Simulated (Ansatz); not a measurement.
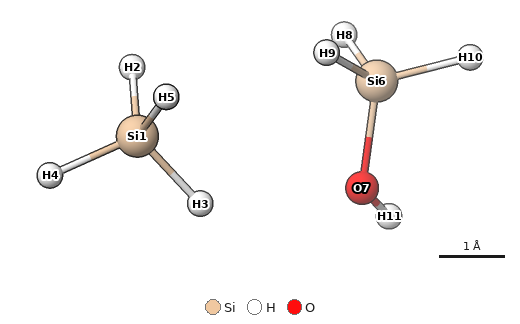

**Figure 1.** The structure as given in the input (ball-and-stick view, seen at a tilt; atoms are numbered from 1 in the order of the input). Bond lengths as drawn: H–O 0.97 Å, H–Si 1.50 to 1.51 Å and O–Si 1.68 Å.

## Run report: Si2H8O, geometry relaxation

- system: Si2H8O, SMILES [SiH4].[SiH3]O
- method: RKS PBE0-D4/def2-TZVP (Ansatz 0.2.0)

Figures and captions count atoms from 1; the log counts them from 0 in places.

The program's output
```
Functional definition: PBE0
  name "PBE0"
  cite "Adamo & Barone, J. Chem. Phys. 110, 6158 (1999) doi:10.1063/1.478522"
  cite "Perdew, Burke & Ernzerhof, Phys. Rev. Lett. 77, 3865 (1996) doi:10.1103/PhysRevLett.77.3865"
  parent pbe
  parameter a = 0.25
  parameter kappa = 0.804
  parameter beta = 0.06672455060314922
  exchange = (1 - a)*pbe_x(kappa = kappa, mu = beta*pi^2/3) + a*exact_x
  correlation = pbe_c(beta = beta)
1039 factors; their error is unknown
mean field evaluation 1: about -17921.0782 eV, gradient 5.0e1 eV
mean field evaluation 2: about -17912.6365 eV, gradient 8.4e1 eV
mean field evaluation 4: about -17925.1926 eV, gradient 1.4e0 eV
mean field evaluation 8: about -17925.2661 eV, gradient 1.9e-1 eV
mean field -17925.26616863 eV, -658.7413815154 hartree, gradient 4.2e-5 eV, S^2 0.000000; 0 other end points of the search recorded, 0 dependent functions left out
the calculation of the forces begins
reference -17925.26620669 eV, -658.7413829141 hartree; 22, 22 occupied and 131, 131 virtual orbitals, 1039 factors
relax step   1: F+E_penalty+E_count = -17925.40518026 eV  Δ(F+E_penalty+E_count) = +0.000e0 eV  max|allowed force component| = 7.838e-1 eV/Å  Δτ_max = 0.0000 Å  (24 SCF iters, accepted)
these checks for a lower state are left out or cut short: starts, cluster_reference, orbital_swaps, neighbouring_geometries, increment
1039 factors; their error is unknown
mean field evaluation 16: about -17925.2321 eV, gradient 2.3e0 eV
mean field -17925.31552982 eV, -658.7431955056 hartree, gradient 8.7e-6 eV, S^2 0.000000; 0 other end points of the search recorded, 0 dependent functions left out
[... from here on the field's lines of each further geometry are left out, up to the last ...]
relax step   2: F+E_penalty+E_count = -17925.44956586 eV  Δ(F+E_penalty+E_count) = -4.439e-2 eV  max|allowed force component| = 4.784e-1 eV/Å  Δτ_max = 0.1060 Å  (29 SCF iters, accepted)
relax step   3: F+E_penalty+E_count = -17925.45690647 eV  Δ(F+E_penalty+E_count) = -7.341e-3 eV  max|allowed force component| = 1.328e-1 eV/Å  Δτ_max = 0.0146 Å  (29 SCF iters, accepted)
relax step   4: F+E_penalty+E_count = -17925.45863767 eV  Δ(F+E_penalty+E_count) = -1.731e-3 eV  max|allowed force component| = 5.672e-2 eV/Å  Δτ_max = 0.0300 Å  (28 SCF iters, accepted)
relax step   5: F+E_penalty+E_count = -17925.45915459 eV  Δ(F+E_penalty+E_count) = -5.169e-4 eV  max|allowed force component| = 2.322e-2 eV/Å  Δτ_max = 0.0154 Å  (29 SCF iters, accepted)
relax step   6: F+E_penalty+E_count = -17925.45948378 eV  Δ(F+E_penalty+E_count) = -3.292e-4 eV  max|allowed force component| = 1.876e-2 eV/Å  Δτ_max = 0.0236 Å  (29 SCF iters, accepted)
relax step   7: F+E_penalty+E_count = -17925.46002404 eV  Δ(F+E_penalty+E_count) = -5.403e-4 eV  max|allowed force component| = 3.161e-2 eV/Å  Δτ_max = 0.0542 Å  (28 SCF iters, accepted)
relax step   8: F+E_penalty+E_count = -17925.46043704 eV  Δ(F+E_penalty+E_count) = -4.130e-4 eV  max|allowed force component| = 3.603e-2 eV/Å  Δτ_max = 0.0527 Å  (28 SCF iters, accepted)
relax step   9: F+E_penalty+E_count = -17925.46078222 eV  Δ(F+E_penalty+E_count) = -3.452e-4 eV  max|allowed force component| = 3.625e-2 eV/Å  Δτ_max = 0.0420 Å  (28 SCF iters, accepted)
relax step  10: F+E_penalty+E_count = -17925.46120789 eV  Δ(F+E_penalty+E_count) = -4.257e-4 eV  max|allowed force component| = 3.637e-2 eV/Å  Δτ_max = 0.0483 Å  (28 SCF iters, accepted)
relax step  11: F+E_penalty+E_count = -17925.46158325 eV  Δ(F+E_penalty+E_count) = -3.754e-4 eV  max|allowed force component| = 4.433e-2 eV/Å  Δτ_max = 0.0481 Å  (27 SCF iters, accepted)
relax step  12: F+E_penalty+E_count = -17925.46194354 eV  Δ(F+E_penalty+E_count) = -3.603e-4 eV  max|allowed force component| = 4.453e-2 eV/Å  Δτ_max = 0.0456 Å  (28 SCF iters, accepted)
relax step  13: F+E_penalty+E_count = -17925.46236015 eV  Δ(F+E_penalty+E_count) = -4.166e-4 eV  max|allowed force component| = 4.801e-2 eV/Å  Δτ_max = 0.0629 Å  (28 SCF iters, accepted)
relax step  14: F+E_penalty+E_count = -17925.46275809 eV  Δ(F+E_penalty+E_count) = -3.979e-4 eV  max|allowed force component| = 5.850e-2 eV/Å  Δτ_max = 0.0563 Å  (28 SCF iters, accepted)
relax step  15: F+E_penalty+E_count = -17925.46327025 eV  Δ(F+E_penalty+E_count) = -5.122e-4 eV  max|allowed force component| = 6.614e-2 eV/Å  Δτ_max = 0.0646 Å  (28 SCF iters, accepted)
relax step  16: F+E_penalty+E_count = -17925.46388739 eV  Δ(F+E_penalty+E_count) = -6.171e-4 eV  max|allowed force component| = 6.285e-2 eV/Å  Δτ_max = 0.0523 Å  (28 SCF iters, accepted)
relax step  17: F+E_penalty+E_count = -17925.46468753 eV  Δ(F+E_penalty+E_count) = -8.001e-4 eV  max|allowed force component| = 8.620e-2 eV/Å  Δτ_max = 0.0783 Å  (28 SCF iters, accepted)
relax step  18: F+E_penalty+E_count = -17925.46538468 eV  Δ(F+E_penalty+E_count) = -6.971e-4 eV  max|allowed force component| = 9.380e-2 eV/Å  Δτ_max = 0.0488 Å  (28 SCF iters, accepted)
relax step  19: F+E_penalty+E_count = -17925.46623086 eV  Δ(F+E_penalty+E_count) = -8.462e-4 eV  max|allowed force component| = 8.251e-2 eV/Å  Δτ_max = 0.0662 Å  (28 SCF iters, accepted)
relax step  20: F+E_penalty+E_count = -17925.46665014 eV  Δ(F+E_penalty+E_count) = -4.193e-4 eV  max|allowed force component| = 5.171e-2 eV/Å  Δτ_max = 0.0533 Å  (28 SCF iters, accepted)
relax step  21: F+E_penalty+E_count = -17925.46681896 eV  Δ(F+E_penalty+E_count) = -1.688e-4 eV  max|allowed force component| = 1.560e-2 eV/Å  Δτ_max = 0.0335 Å  (28 SCF iters, accepted)
relax step  22: F+E_penalty+E_count = -17925.46690218 eV  Δ(F+E_penalty+E_count) = -8.322e-5 eV  max|allowed force component| = 8.180e-3 eV/Å  Δτ_max = 0.0145 Å  (29 SCF iters, accepted)
relax step  23: F+E_penalty+E_count = -17925.46703559 eV  Δ(F+E_penalty+E_count) = -1.334e-4 eV  max|allowed force component| = 2.584e-2 eV/Å  Δτ_max = 0.0380 Å  (29 SCF iters, accepted)
relax step  24: F+E_penalty+E_count = -17925.46705063 eV  Δ(F+E_penalty+E_count) = -1.505e-5 eV  max|allowed force component| = 3.627e-2 eV/Å  Δτ_max = 0.0695 Å  (28 SCF iters, accepted)
relax step  25: F+E_penalty+E_count = -17925.46718407 eV  Δ(F+E_penalty+E_count) = -1.334e-4 eV  max|allowed force component| = 2.120e-2 eV/Å  Δτ_max = 0.0267 Å  (28 SCF iters, accepted)
relax step  26: F+E_penalty+E_count = -17925.46723350 eV  Δ(F+E_penalty+E_count) = -4.943e-5 eV  max|allowed force component| = 1.458e-2 eV/Å  Δτ_max = 0.0098 Å  (22 SCF iters, accepted)
relax step  27: F+E_penalty+E_count = -17925.46730989 eV  Δ(F+E_penalty+E_count) = -7.639e-5 eV  max|allowed force component| = 1.842e-2 eV/Å  Δτ_max = 0.0396 Å  (28 SCF iters, accepted)
relax step  28: F+E_penalty+E_count = -17925.46733038 eV  Δ(F+E_penalty+E_count) = -2.048e-5 eV  max|allowed force component| = 1.414e-2 eV/Å  Δτ_max = 0.0142 Å  (29 SCF iters, accepted)
relax step  29: F+E_penalty+E_count = -17925.46735569 eV  Δ(F+E_penalty+E_count) = -2.532e-5 eV  max|allowed force component| = 4.178e-3 eV/Å  Δτ_max = 0.0138 Å  (29 SCF iters, accepted)
relax step  30: F+E_penalty+E_count = -17925.46736933 eV  Δ(F+E_penalty+E_count) = -1.363e-5 eV  max|allowed force component| = 6.203e-3 eV/Å  Δτ_max = 0.0196 Å  (29 SCF iters, accepted)
relax step  31: F+E_penalty+E_count = -17925.46737556 eV  Δ(F+E_penalty+E_count) = -6.236e-6 eV  max|allowed force component| = 5.012e-3 eV/Å  Δτ_max = 0.0033 Å  (23 SCF iters, accepted)
the calculation of the forces begins
reference -17925.32620684 eV, -658.7435878789 hartree; 22, 22 occupied and 131, 131 virtual orbitals, 1039 factors
relax step  32: F+E_penalty+E_count = -17925.46737714 eV  Δ(F+E_penalty+E_count) = -1.578e-6 eV  max|allowed force component| = 1.372e-3 eV/Å  Δτ_max = 0.0027 Å  (21 SCF iters, accepted)
```

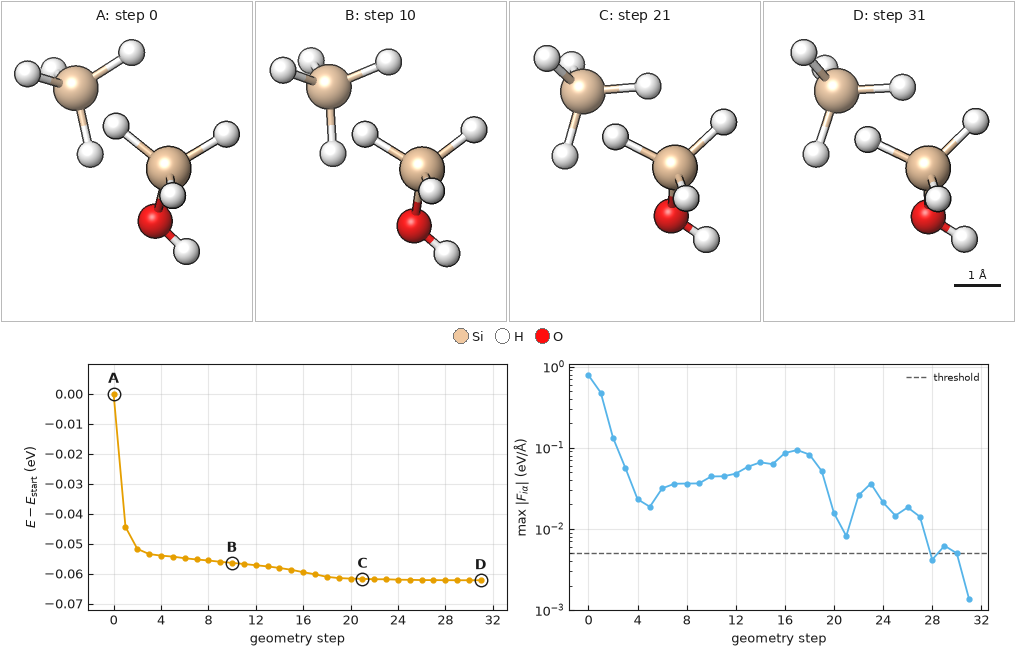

**Figure 2.** Frames of the relaxation (ball-and-stick view, seen at a tilt) above the curves, on which the letters mark them (the first geometry is step 0 here and step 1 in the log).

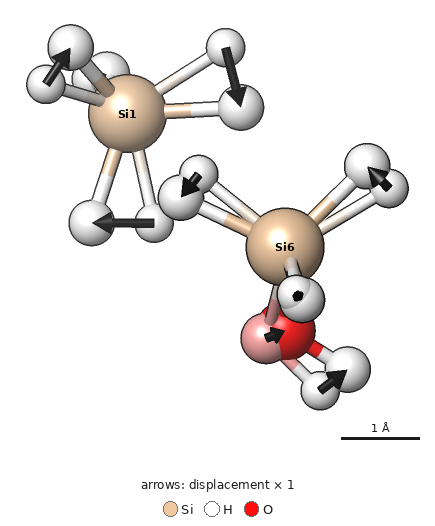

**Figure 3.** Start (faint) and end (solid) with the displacements as black arrows, at true length (ball-and-stick view, seen at a tilt). The two geometries are laid on each other by the best rigid fit. The energy falls by 0.062 eV in 31 geometry steps. Largest force component: 0.78 eV/Å at the start, 0.0014 eV/Å at the end. The atom that moves furthest after the best rigid fit is H3 (0.81 Å). By element the largest moves are H 0.81 Å, O 0.27 Å, Si 0.06 Å. Among the contacts that change: Si6–O7 1.684 → 1.648 Å, Si6–H10 1.510 → 1.489 Å, Si1–H2 1.504 → 1.485 Å, Si1–H4 1.505 → 1.486 Å. Among the angles that change: Si6–O7–H11 115.6° → 117.9°. (Atoms are counted from 1 in the order of the input.)

```
1039 factors; their error is unknown
mean field -17925.32616957 eV, -658.7435865094 hartree, gradient 2.0e-5 eV, S^2 0.000000; 1 other end points of the search recorded, 0 dependent functions left out
the calculation of the forces begins
reference -17925.32620684 eV, -658.7435878789 hartree; 22, 22 occupied and 131, 131 virtual orbitals, 1039 factors
Total energy: -17925.46741441 eV, -658.7487771613 hartree
Atom 0 at    -0.024270    -0.081261    -2.200050 Å, force     0.000282     0.000471     0.000025 eV/Å
Atom 1 at    -0.078734    -1.204868    -1.230684 Å, force    -0.000026     0.000157    -0.000114 eV/Å
Atom 2 at    -0.844151     1.051033    -1.705488 Å, force     0.000028    -0.000387    -0.000145 eV/Å
Atom 3 at    -0.548408    -0.542629    -3.511719 Å, force     0.000062     0.000052     0.000314 eV/Å
Atom 4 at     1.385697     0.355652    -2.365365 Å, force    -0.000353    -0.000272    -0.000040 eV/Å
Atom 5 at     0.410656     0.102519     1.804454 Å, force     0.001025    -0.000077     0.000557 eV/Å
Atom 6 at    -1.195486     0.282598     1.484497 Å, force    -0.001372     0.000155    -0.000301 eV/Å
Atom 7 at     0.819606    -1.328543     1.791759 Å, force    -0.000030     0.000178    -0.000104 eV/Å
Atom 8 at     1.121671     0.837698     0.732602 Å, force    -0.000063    -0.000198     0.000081 eV/Å
Atom 9 at     0.773427     0.674744     3.130183 Å, force    -0.000047    -0.000104    -0.000164 eV/Å
Atom 10 at    -1.819909    -0.146943     2.069710 Å, force     0.000494     0.000025    -0.000109 eV/Å
Dipole moment:    -0.107746    -0.144732     0.248634 e Å
```

Trajectory as extended XYZ (Å, eV, eV/Å), 10 of the 32 frames kept, from step=1 to step=32
```
11
Properties=species:S:1:pos:R:3:forces:R:3 step=1 energy=-17925.40518
Si    0.0107   -0.1273   -2.2303    0.0021   0.0002  -0.0141
H     0.5115   -1.4399   -1.6928   -0.0995   0.2778  -0.1179
H    -1.0622    0.4025   -1.3247    0.2312  -0.1054  -0.2264
H    -0.5394   -0.3386   -3.6149    0.1197   0.0408   0.3044
H     1.1532    0.8481   -2.2982   -0.2487  -0.2142   0.0160
Si    0.3788    0.0491    1.8397   -0.4306   0.1814  -0.1636
O    -1.1717    0.5637    1.4309    0.3921  -0.5104   0.7838
H     0.4615   -1.4475    2.0216   -0.0923   0.3757  -0.0564
H     1.2514    0.4632    0.6924   -0.2113  -0.0834   0.2535
H     0.8782    0.6941    3.1104   -0.1792  -0.1392  -0.3135
H    -1.8720    0.3326    2.0657    0.5165   0.1768  -0.4659
11
Properties=species:S:1:pos:R:3:forces:R:3 step=4 energy=-17925.45864
Si    0.0246   -0.1315   -2.3074    0.0054   0.0029  -0.0080
H     0.5089   -1.4183   -1.7469    0.0060  -0.0131   0.0147
H    -1.0516    0.4131   -1.4466   -0.0150   0.0092   0.0110
H    -0.4986   -0.3650   -3.6774   -0.0043  -0.0039  -0.0169
H     1.1532    0.8306   -2.3730    0.0084   0.0064   0.0024
Si    0.3684    0.0524    1.8878   -0.0259  -0.0344   0.0567
O    -1.1675    0.5449    1.5587   -0.0368   0.0357  -0.0443
H     0.4419   -1.4259    2.0485    0.0190   0.0027  -0.0023
H     1.1930    0.4738    0.7324   -0.0045   0.0099  -0.0115
H     0.8870    0.6811    3.1339    0.0148  -0.0061  -0.0094
H    -1.8593    0.3449    2.1898    0.0329  -0.0094   0.0076
11
Properties=species:S:1:pos:R:3:forces:R:3 step=8 energy=-17925.46044
Si    0.0329   -0.1259   -2.2721   -0.0326  -0.0261  -0.0042
H     0.4765   -1.3824   -1.6107   -0.0121   0.0337  -0.0120
H    -1.0893    0.4723   -1.5043    0.0360  -0.0143  -0.0204
H    -0.4171   -0.4378   -3.6556    0.0112   0.0077   0.0308
H     1.1703    0.8272   -2.3311   -0.0046  -0.0030   0.0037
Si    0.3569    0.0483    1.8393    0.0017   0.0076  -0.0047
O    -1.1920    0.5545    1.5908    0.0081  -0.0179   0.0273
H     0.4443   -1.4350    1.9371   -0.0044   0.0100  -0.0062
H     1.1308    0.5207    0.6669   -0.0104  -0.0021   0.0152
H     0.9331    0.6265    3.0852   -0.0094  -0.0029  -0.0091
H    -1.8464    0.3317    2.2543    0.0164   0.0073  -0.0206
11
Properties=species:S:1:pos:R:3:forces:R:3 step=11 energy=-17925.46158
Si    0.0214   -0.1348   -2.2686   -0.0171  -0.0134   0.0209
H     0.3917   -1.3657   -1.5193   -0.0117   0.0324  -0.0183
H    -1.1108    0.5414   -1.5852    0.0302  -0.0163  -0.0169
H    -0.3768   -0.5064   -3.6519    0.0023   0.0022   0.0169
H     1.1922    0.7771   -2.3246   -0.0044  -0.0044   0.0002
Si    0.3679    0.0656    1.8318    0.0135  -0.0198  -0.0034
O    -1.1889    0.5628    1.6201   -0.0118  -0.0140   0.0224
H     0.4810   -1.4210    1.8116   -0.0042   0.0443   0.0001
H     1.1330    0.6423    0.6996   -0.0171  -0.0104   0.0301
H     0.9313    0.5541    3.1223   -0.0104  -0.0082  -0.0270
H    -1.8418    0.2845    2.2640    0.0305   0.0073  -0.0250
11
Properties=species:S:1:pos:R:3:forces:R:3 step=15 energy=-17925.46327
Si   -0.0061   -0.1175   -2.2307   -0.0055   0.0172   0.0405
H     0.2433   -1.2996   -1.3595   -0.0101   0.0598  -0.0346
H    -1.0704    0.7305   -1.6293    0.0661  -0.0470  -0.0383
H    -0.4363   -0.5880   -3.5741    0.0031   0.0101   0.0204
H     1.2503    0.6691   -2.3674   -0.0556  -0.0367   0.0116
Si    0.3957    0.0763    1.8184   -0.0094   0.0094   0.0010
O    -1.1748    0.4999    1.5476   -0.0202  -0.0415   0.0562
H     0.5901   -1.3980    1.7367    0.0016   0.0186   0.0014
H     1.1850    0.7486    0.7580   -0.0199  -0.0145   0.0197
H     0.8640    0.5304    3.1583   -0.0078  -0.0059  -0.0234
H    -1.8406    0.1483    2.1420    0.0577   0.0305  -0.0546
11
Properties=species:S:1:pos:R:3:forces:R:3 step=18 energy=-17925.46538
Si   -0.0342   -0.0924   -2.2207    0.0028   0.0330   0.0636
H     0.1044   -1.2303   -1.2701   -0.0127   0.0505  -0.0478
H    -1.0372    0.8762   -1.7029    0.0546  -0.0574  -0.0335
H    -0.4708   -0.6102   -3.5440    0.0019   0.0031   0.0151
H     1.2834    0.5832   -2.3707   -0.0485  -0.0284   0.0037
Si    0.4218    0.0733    1.8270   -0.0938  -0.0052  -0.0052
O    -1.1576    0.4121    1.4852    0.0902  -0.0154   0.0186
H     0.6909   -1.3912    1.7919   -0.0021   0.0197   0.0056
H     1.2146    0.7537    0.7771    0.0015   0.0075   0.0040
H     0.8155    0.5842    3.1703   -0.0071  -0.0049  -0.0243
H    -1.8307    0.0415    2.0568    0.0132  -0.0024   0.0002
11
Properties=species:S:1:pos:R:3:forces:R:3 step=22 energy=-17925.46690
Si   -0.0524   -0.0813   -2.2102   -0.0011  -0.0018  -0.0040
H    -0.0487   -1.2013   -1.2352    0.0010  -0.0024   0.0016
H    -0.9836    0.9791   -1.7560   -0.0012   0.0036   0.0023
H    -0.4859   -0.5921   -3.5367    0.0013   0.0007   0.0008
H     1.3206    0.4727   -2.3267    0.0018  -0.0005  -0.0003
Si    0.4362    0.0847    1.8257   -0.0014   0.0055  -0.0048
O    -1.1493    0.3405    1.4562   -0.0027  -0.0060   0.0082
H     0.7797   -1.3635    1.8136    0.0001  -0.0001   0.0000
H     1.2129    0.7948    0.7831   -0.0017  -0.0018  -0.0012
H     0.7809    0.6302    3.1672    0.0017  -0.0006   0.0031
H    -1.8103   -0.0638    2.0189    0.0023   0.0034  -0.0058
11
Properties=species:S:1:pos:R:3:forces:R:3 step=25 energy=-17925.46718
Si   -0.0384   -0.0833   -2.2066    0.0054   0.0049   0.0033
H    -0.0910   -1.2087   -1.2385   -0.0001   0.0068  -0.0050
H    -0.9171    1.0196   -1.7457    0.0079  -0.0095  -0.0029
H    -0.4938   -0.5629   -3.5375   -0.0006   0.0017   0.0051
H     1.3611    0.4034   -2.3177   -0.0113  -0.0037   0.0009
Si    0.4231    0.0978    1.8123   -0.0030   0.0011  -0.0057
O    -1.1783    0.3128    1.4878   -0.0121  -0.0164   0.0212
H     0.8024   -1.3415    1.7911   -0.0006   0.0024  -0.0010
H     1.1521    0.8258    0.7472   -0.0045  -0.0033   0.0063
H     0.7930    0.6524    3.1437   -0.0006   0.0011  -0.0029
H    -1.8129   -0.1155    2.0639    0.0196   0.0148  -0.0192
11
Properties=species:S:1:pos:R:3:forces:R:3 step=29 energy=-17925.46736
Si   -0.0232   -0.0823   -2.1990   -0.0019  -0.0011  -0.0014
H    -0.0835   -1.2086   -1.2332    0.0008   0.0002   0.0009
H    -0.8544    1.0445   -1.7106    0.0008   0.0004  -0.0002
H    -0.5312   -0.5431   -3.5173    0.0015   0.0014   0.0011
H     1.3864    0.3617   -2.3475   -0.0017  -0.0006  -0.0006
Si    0.4098    0.1026    1.8008   -0.0006   0.0012   0.0014
O    -1.1983    0.2891    1.4943    0.0042   0.0009  -0.0029
H     0.8131   -1.3300    1.7822    0.0004   0.0009  -0.0003
H     1.1146    0.8377    0.7248    0.0006  -0.0007  -0.0013
H     0.7859    0.6714    3.1243   -0.0008  -0.0008   0.0009
H    -1.8191   -0.1430    2.0813   -0.0033  -0.0016   0.0025
11
Properties=species:S:1:pos:R:3:forces:R:3 step=32 energy=-17925.46738
Si   -0.0243   -0.0813   -2.2001    0.0003   0.0005   0.0000
H    -0.0787   -1.2049   -1.2307    0.0000   0.0002  -0.0001
H    -0.8442    1.0510   -1.7055    0.0000  -0.0004  -0.0001
H    -0.5484   -0.5426   -3.5117    0.0001   0.0001   0.0003
H     1.3857    0.3557   -2.3654   -0.0004  -0.0003   0.0000
Si    0.4107    0.1025    1.8045    0.0010  -0.0001   0.0006
O    -1.1955    0.2826    1.4845   -0.0014   0.0002  -0.0003
H     0.8196   -1.3285    1.7918    0.0000   0.0002  -0.0001
H     1.1217    0.8377    0.7326   -0.0001  -0.0002   0.0001
H     0.7734    0.6747    3.1302    0.0000  -0.0001  -0.0002
H    -1.8199   -0.1469    2.0697    0.0005   0.0000  -0.0001
```

This output came from the following input.

The input
```yaml
crystal:
  periodic: [false, false, false]
  atoms:
    - {symbol: Si, position_ang: [0.010667, -0.127278, -2.230281]}
    - {symbol: H, position_ang: [0.511544, -1.439903, -1.692779]}
    - {symbol: H, position_ang: [-1.062183, 0.402475, -1.324737]}
    - {symbol: H, position_ang: [-0.539359, -0.338608, -3.614866]}
    - {symbol: H, position_ang: [1.153234, 0.848071, -2.298197]}
    - {symbol: Si, position_ang: [0.378777, 0.049149, 1.839736]}
    - {symbol: O, position_ang: [-1.171687, 0.563674, 1.430922]}
    - {symbol: H, position_ang: [0.461506, -1.447521, 2.021627]}
    - {symbol: H, position_ang: [1.251437, 0.463242, 0.692380]}
    - {symbol: H, position_ang: [0.878152, 0.694139, 3.110403]}
    - {symbol: H, position_ang: [-1.871988, 0.332560, 2.065692]}
basis:
  gaussian: {orbitals: def2-TZVP}
hamiltonian: {xc: pbe0, dispersion: d4}
relax: {f_tol: 0.005, max_steps: 200}
```

Launch command:
```bash
ansatz run in.yaml --threads 4 --pin off --events-out ev --progress --plain --max-ram 9574MiB
```

Key numbers

- outcome: converged
- total energy: −17925.4674 eV
- mean-field energy: −17925.3262 eV
- dispersion energy: −0.1412 eV
- SCF solution under orbital rotations: stable
- largest force (length of the vector) at the end: 0.001 eV/Å
- dipole moment: 1.48 D
- hardware: 4 threads of Arm Neoverse N1, 15 GiB of memory available, shared host
- wall time: 80 s (CPU time 5 min)
- peak memory: 0.32 GiB
